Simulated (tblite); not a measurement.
# Geometry relaxation of C6H15BGe (part 2 of 2)

Continued. System: C6H15BGe, SMILES C=[C](C)[GeH2][CH2]CBC. Method: GFN2-xTB geometry optimisation, gas phase (tblite 0.8.0). It belongs to a series of runs on one base structure; here: constitutional isomer.

Geometry of the input (Å):
```
C  -2.8084  -1.3105  0.4741
C  -2.5748  -0.1343  -0.1589
C  -3.6335  0.8767  -0.3334
Ge -0.7663  0.1588  -0.7953
C  0.3246  0.3053  0.8052
C  1.6628  -0.3344  0.6917
B  2.5817  0.2644  -0.4752
C  4.1273  -0.1515  -0.3572
H  -3.8227  -1.5163  0.8537
H  -2.0073  -2.0223  0.5934
H  -4.3941  0.4016  -1.0285
H  -3.2602  1.8140  -0.7372
H  -4.1448  1.0241  0.6703
H  -0.8118  1.4597  -1.6259
H  -0.3854  -0.9987  -1.7034
H  0.3964  1.3828  1.1364
H  -0.2029  -0.1936  1.6574
H  1.6283  -1.4452  0.6315
H  2.2153  -0.0836  1.6535
H  2.4149  1.4085  -0.7527
H  4.7454  0.7090  -0.1134
H  4.4397  -0.7007  -1.2814
H  4.2711  -0.8869  0.4782
```

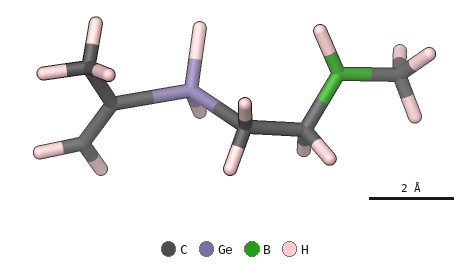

The geometry at step 159 of the log (stick view, seen at a tilt).

Trajectory as extended XYZ, continued
```
23
Properties=species:S:1:pos:R:3:forces:R:3 step=91 energy=-641.80182
C    -3.1270   -1.3453    0.4484   -0.0080  -0.0050   0.0090
C    -2.6767   -0.2309   -0.1046    0.0160   0.0030  -0.0180
C    -3.5738    0.9249   -0.4118    0.0130   0.0030   0.0090
Ge   -0.7674   -0.0185   -0.5592    0.0230   0.0160   0.0070
C     0.3784    0.2956    1.0367    0.0100  -0.0040   0.0040
C     1.8086   -0.2265    0.8825    0.0060  -0.0090  -0.0060
B     2.6202    0.3119   -0.3524    0.0230  -0.0240   0.0080
C     4.1378   -0.0493   -0.5293    0.0200   0.0040  -0.0010
H    -4.1655   -1.4739    0.7169   -0.0040  -0.0370   0.0090
H    -2.4728   -2.1788    0.6522   -0.0040   0.0080   0.0110
H    -3.6121    1.0766   -1.4901    0.0060   0.0240  -0.0180
H    -3.1735    1.8347    0.0347   -0.0120   0.0210   0.0040
H    -4.5845    0.7590   -0.0449   -0.0120   0.0030   0.0180
H    -0.6541    1.1167   -1.5462   -0.0200  -0.0050  -0.0120
H    -0.2820   -1.2489   -1.2822    0.0070  -0.0360  -0.0040
H     0.4000    1.3666    1.2448   -0.0100   0.0020  -0.0090
H    -0.1011   -0.1795    1.8969   -0.0140  -0.0050   0.0090
H     1.7753   -1.3192    0.7976   -0.0160   0.0020  -0.0270
H     2.3594   -0.0433    1.8130   -0.0190   0.0110  -0.0100
H     2.0995    0.9853   -1.1594   -0.0120   0.0260   0.0040
H     4.7355    0.8474   -0.3612    0.0150   0.0030  -0.0060
H     4.3630   -0.3628   -1.5471    0.0010   0.0030  -0.0100
H     4.5079   -0.8149    0.1476   -0.0080  -0.0030   0.0300
23
Properties=species:S:1:pos:R:3:forces:R:3 step=113 energy=-641.80956
C    -3.1095   -1.3450    0.4739   -0.0070   0.0150  -0.0070
C    -2.6822   -0.2349   -0.1069    0.0020   0.0120   0.0090
C    -3.5737    0.9336   -0.3828   -0.0110   0.0020  -0.0010
Ge   -0.7849   -0.0420   -0.6094    0.0280  -0.0240  -0.0170
C     0.3586    0.2999    0.9796    0.0030  -0.0060  -0.0010
C     1.7827   -0.2389    0.8396    0.0220   0.0160  -0.0230
B     2.6485    0.3617   -0.3268    0.0250   0.0310  -0.0220
C     4.1592   -0.0398   -0.4839    0.0070   0.0040  -0.0040
H    -4.1354   -1.4889    0.7797   -0.0150   0.0160   0.0090
H    -2.4378   -2.1675    0.6668   -0.0120  -0.0080  -0.0170
H    -3.5876    1.1393   -1.4539   -0.0100  -0.0050   0.0200
H    -3.1817    1.8223    0.1142   -0.0100  -0.0180  -0.0060
H    -4.5920    0.7566   -0.0408    0.0060  -0.0070  -0.0010
H    -0.6817    1.0510   -1.6444    0.0100  -0.0040   0.0040
H    -0.3190   -1.3093   -1.2877    0.0000   0.0100   0.0120
H     0.3865    1.3728    1.1761   -0.0050  -0.0050  -0.0060
H    -0.1324   -0.1637    1.8401   -0.0060   0.0000   0.0100
H     1.7343   -1.3226    0.6833   -0.0080  -0.0130   0.0120
H     2.3069   -0.1182    1.7943   -0.0080  -0.0060   0.0150
H     2.1769    1.1157   -1.0939   -0.0030  -0.0090   0.0120
H     4.7906    0.8417   -0.3705    0.0040   0.0030  -0.0040
H     4.3597   -0.4104   -1.4887    0.0020  -0.0020   0.0060
H     4.5094   -0.7862    0.2252   -0.0120  -0.0020   0.0000
23
Properties=species:S:1:pos:R:3:forces:R:3 step=136 energy=-641.81299
C    -3.1625   -1.3418    0.4605    0.0050  -0.0150  -0.0150
C    -2.6993   -0.2405   -0.1095    0.0100   0.0010   0.0090
C    -3.5694    0.9497   -0.3581   -0.0070   0.0000   0.0050
Ge   -0.7938   -0.1076   -0.6120    0.0090   0.0100  -0.0100
C     0.3621    0.2874    0.9547    0.0030  -0.0050   0.0090
C     1.7961   -0.2293    0.8182   -0.0210  -0.0060   0.0120
B     2.6775    0.4072   -0.3174   -0.0140   0.0060   0.0160
C     4.1827   -0.0132   -0.4755    0.0070   0.0030  -0.0030
H    -4.1944   -1.4519    0.7623    0.0110   0.0070   0.0110
H    -2.5208   -2.1894    0.6447   -0.0040  -0.0160  -0.0130
H    -3.5496    1.2163   -1.4148    0.0180  -0.0040   0.0060
H    -3.1963    1.8051    0.2058    0.0050   0.0060  -0.0160
H    -4.5980    0.7535   -0.0613   -0.0150   0.0240   0.0020
H    -0.6462    0.9351   -1.6931   -0.0150  -0.0130   0.0010
H    -0.3584   -1.4144   -1.2295    0.0000  -0.0130   0.0060
H     0.3688    1.3657    1.1229    0.0120  -0.0100   0.0090
H    -0.1106   -0.1633    1.8325   -0.0120   0.0000  -0.0030
H     1.7630   -1.3118    0.6443   -0.0010   0.0120   0.0160
H     2.3025   -0.1190    1.7847    0.0040  -0.0050  -0.0160
H     2.2204    1.1966   -1.0548   -0.0010   0.0100  -0.0160
H     4.8311    0.8591   -0.4012    0.0140   0.0120  -0.0030
H     4.3608   -0.4209   -1.4698    0.0010  -0.0020  -0.0160
H     4.5296   -0.7455    0.2496   -0.0100  -0.0040   0.0060
23
Properties=species:S:1:pos:R:3:forces:R:3 step=159 energy=-641.82573
C    -3.3896   -1.3639    0.3214   -0.0230  -0.0130   0.0330
C    -2.7320   -0.2923   -0.0927    0.0390   0.0240  -0.0280
C    -3.3947    1.0366   -0.2767    0.0030   0.0210  -0.0130
Ge   -0.8059   -0.3962   -0.5165   -0.0290  -0.0810   0.0210
C     0.3622    0.2244    0.9627   -0.0320   0.0230   0.0110
C     1.8331   -0.1668    0.8206    0.0040  -0.0060  -0.0470
B     2.6660    0.5325   -0.3140    0.0280   0.0190  -0.0220
C     4.1649    0.1146   -0.5343    0.0370  -0.0080  -0.0150
H    -4.4408   -1.3465    0.5748    0.0170   0.0230  -0.0410
H    -2.8936   -2.3159    0.4296    0.0070   0.0060   0.0220
H    -3.1767    1.4196   -1.2738    0.0060  -0.0050  -0.0140
H    -3.0090    1.7633    0.4395    0.0230  -0.0500   0.0190
H    -4.4739    0.9668   -0.1576   -0.0180  -0.0070   0.0400
H    -0.5681    0.3843   -1.7792    0.0530   0.0510  -0.0590
H    -0.4690   -1.8284   -0.8447    0.0050  -0.0490  -0.0020
H     0.2638    1.3073    1.0310    0.0400   0.0600   0.0840
H    -0.0378   -0.1948    1.8903   -0.0500   0.0270   0.0090
H     1.8908   -1.2504    0.6810    0.0160  -0.0680  -0.0090
H     2.3493    0.0104    1.7731   -0.0650   0.0330   0.0030
H     2.2038    1.3725   -0.9904   -0.0380  -0.0160   0.0160
H     4.8219    0.9842   -0.5428   -0.0030  -0.0160   0.0170
H     4.2824   -0.3421   -1.5173   -0.0210   0.0030  -0.0070
H     4.5483   -0.5924    0.1989   -0.0030   0.0280  -0.0150
23
Properties=species:S:1:pos:R:3:forces:R:3 step=181 energy=-641.84925
C    -3.5421   -1.3321    0.1277   -0.0140   0.0050  -0.0030
C    -2.6912   -0.3540   -0.1394    0.0130   0.0010   0.0210
C    -3.1147    1.0782   -0.2163    0.0060   0.0070   0.0110
Ge   -0.7683   -0.6846   -0.3971    0.0130   0.0010  -0.0300
C     0.3213    0.1606    1.0262   -0.0030   0.0040   0.0170
C     1.8210   -0.0999    0.8786   -0.0040   0.0040   0.0050
B     2.5465    0.5964   -0.3310    0.0150   0.0030   0.0080
C     4.0418    0.2353   -0.6532    0.0050   0.0010  -0.0010
H    -4.5949   -1.1513    0.2903   -0.0110  -0.0080  -0.0040
H    -3.2194   -2.3591    0.1930    0.0120   0.0090  -0.0080
H    -2.7962    1.5137   -1.1637   -0.0090  -0.0180  -0.0080
H    -2.6306    1.6426    0.5809    0.0020   0.0260   0.0150
H    -4.1924    1.1887   -0.1165   -0.0180  -0.0060  -0.0100
H    -0.3535   -0.1608   -1.7502    0.0090  -0.0060  -0.0010
H    -0.5186   -2.1722   -0.4340   -0.0030  -0.0090   0.0050
H     0.1297    1.2352    1.0322    0.0160   0.0000  -0.0120
H    -0.0346   -0.2249    1.9866   -0.0070  -0.0060   0.0000
H     1.9915   -1.1809    0.8423    0.0010  -0.0110  -0.0010
H     2.3280    0.2286    1.7952   -0.0070   0.0070   0.0010
H     1.9981    1.4049   -0.9815   -0.0040  -0.0060   0.0130
H     4.6692    1.1259   -0.6708   -0.0100   0.0060  -0.0150
H     4.1127   -0.1902   -1.6543    0.0020   0.0040   0.0020
H     4.4919   -0.4734    0.0380   -0.0030  -0.0080  -0.0070
23
Properties=species:S:1:pos:R:3:forces:R:3 step=204 energy=-641.85094
C    -3.5455   -1.3253    0.1000    0.0010  -0.0020  -0.0040
C    -2.6849   -0.3471   -0.1350    0.0010   0.0010  -0.0040
C    -3.1059    1.0861   -0.2136    0.0040  -0.0020   0.0030
Ge   -0.7622   -0.7007   -0.3753   -0.0060  -0.0020  -0.0010
C     0.3276    0.1574    1.0409   -0.0060   0.0000  -0.0020
C     1.8277   -0.1032    0.8968   -0.0020   0.0030   0.0000
B     2.5410    0.5933   -0.3202    0.0000   0.0040  -0.0010
C     4.0313    0.2430   -0.6722    0.0020  -0.0040  -0.0030
H    -4.6018   -1.1461    0.2415    0.0010  -0.0010   0.0030
H    -3.2238   -2.3531    0.1567   -0.0010   0.0010   0.0010
H    -2.8008    1.5095   -1.1709   -0.0010  -0.0010   0.0000
H    -2.6130    1.6608    0.5714   -0.0010  -0.0010  -0.0020
H    -4.1833    1.1957   -0.1037   -0.0010   0.0020  -0.0040
H    -0.3268   -0.2171   -1.7373    0.0030   0.0010   0.0050
H    -0.5404   -2.1942   -0.3780    0.0030   0.0040   0.0020
H     0.1398    1.2326    1.0310    0.0000   0.0010   0.0030
H    -0.0332   -0.2159    2.0043    0.0060  -0.0030   0.0010
H     2.0024   -1.1838    0.8702    0.0000   0.0010  -0.0010
H     2.3334    0.2378    1.8095   -0.0020   0.0000   0.0020
H     1.9784    1.4005   -0.9601    0.0000   0.0040   0.0060
H     4.6506    1.1392   -0.6993   -0.0040   0.0000  -0.0030
H     4.0836   -0.1750   -1.6775    0.0010  -0.0030  -0.0040
H     4.5010   -0.4674    0.0037    0.0010  -0.0040   0.0020
```

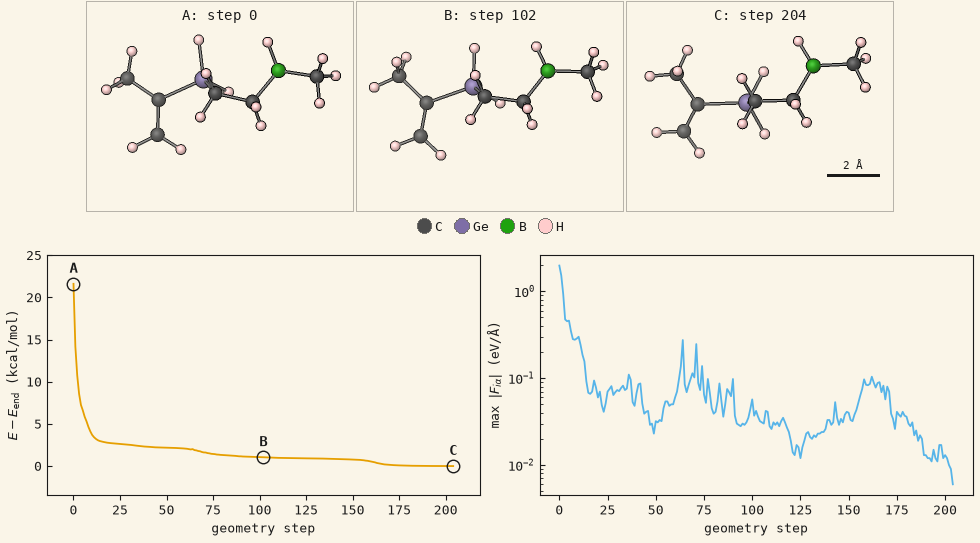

Frames of the relaxation (ball-and-stick view, seen at a tilt) above the curves, on which the letters mark them (steps are counted from 0).

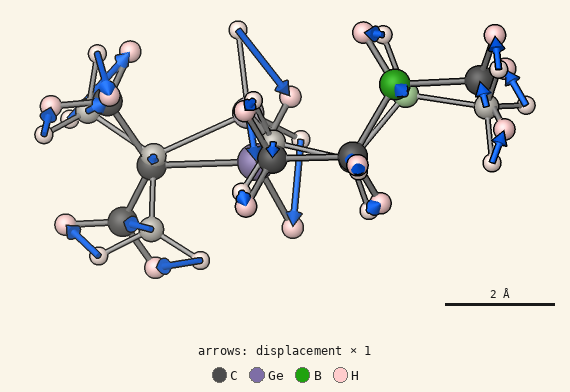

Start (faint) and end (solid) with the displacements as blue arrows, at true length (ball-and-stick view, seen at a tilt). The two geometries are laid on each other by the best rigid fit. The energy falls by 21.6 kcal/mol in 204 geometry steps. The largest force component goes from 2 to 0.006 eV/Å. The atom that moves furthest after the best rigid fit is H11 (1.99 Å). Largest moves by element: H 1.99 Å, Ge 0.92 Å, C 0.88 Å, B 0.40 Å. Among the contacts that change: C3–H13 1.136 → 1.089 Å, C3–H11 1.135 → 1.090 Å, C5–C6 1.488 → 1.529 Å, Ge4–C5 1.942 → 1.982 Å. Among the angles that change: H21–C8–H22 114.5° → 105.4°, C6–B7–C8 113.7° → 120.3°, C2–Ge4–C5 105.4° → 111.8°. (Atoms are counted from 1 in the order of the input.)
